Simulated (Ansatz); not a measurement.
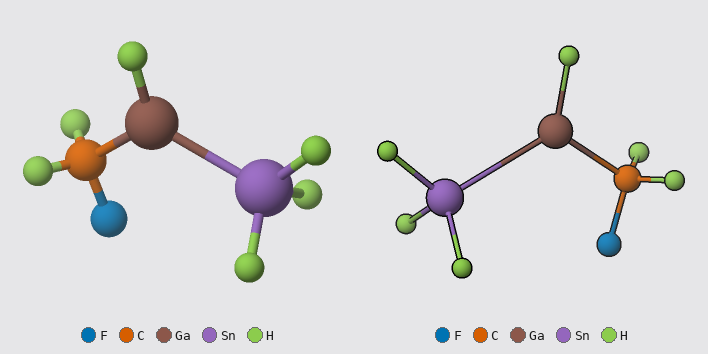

The same structure drawn twice, from different directions.

The geometry was computed by an optimisation with PBE0-D4/def2-TZVP.

Question: Give the formula.

Answer: CH₆FGaSn, 10 atoms: 1 carbon, 6 hydrogen, 1 fluorine, 1 gallium and 1 tin.

Question: Write the SMILES.

Answer: F[CH2][GaH][SnH3]

Question: How many atoms are distinct by symmetry?

Answer: 8: 1 F, 1 C, 1 Ga, 1 Sn, 2 H, 1 H, 1 H, 2 H.

More results for the same structure follow; atom numbers are the same in all pictures, views and colours differ.

### Dipole moment

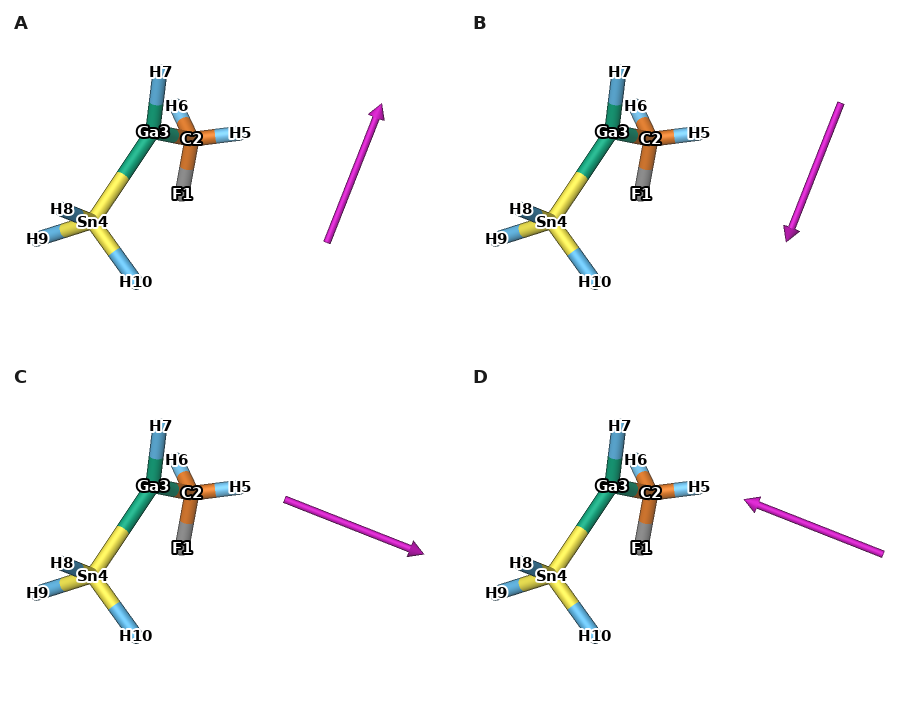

The same molecule four times, each with an arrow. Method: RKS PBE-D4/def2-TZVPP, core potentials on Sn (Ansatz 0.2.0).

Question: Which arrow points along the dipole moment, from the negative to the positive end?

Answer: A. The dipole moment is 1.77 D; it points from the side of H9, H10 to the side of H7 (the outermost atoms at the two ends).

### Charges

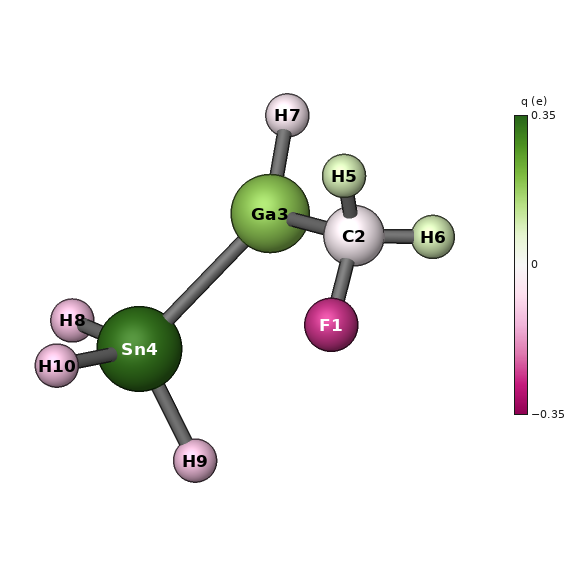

Atoms are coloured by their Mulliken charges. Level of theory: RKS B3LYP-D4/def2-TZVPP, core potentials on Sn (Ansatz 0.2.0).

Question: Which atom carries the highest charge (most positive or least negative)?

Answer: Sn4 (0.33 e).

Question: And the lowest?

Answer: F1 (−0.26 e).

Give the Mulliken charges atom by atom.

```csv
atom,value (e)
F1,−0.26
C2,−0.03
Ga3,0.19
Sn4,0.33
H5,0.09
H6,0.09
H7,−0.04
H8,−0.13
H9,−0.12
H10,−0.12
```

### Vibrations

Harmonic vibrations computed with RKS PBE0-D4/def2-TZVP, core potentials on Sn (Ansatz 0.2.0) at a stationary point of the same level.

Question: List the wavenumbers.

Answer: 24 modes: 35, 51, 79, 208, 254, 295, 372, 397, 534, 598, 636, 686, 733, 736, 1049, 1240, 1265, 1448, 1923, 1927, 1929, 1940, 3025, 3076 cm⁻¹.

Mulliken values depend strongly on the basis set and can even reverse the polarity of a bond.
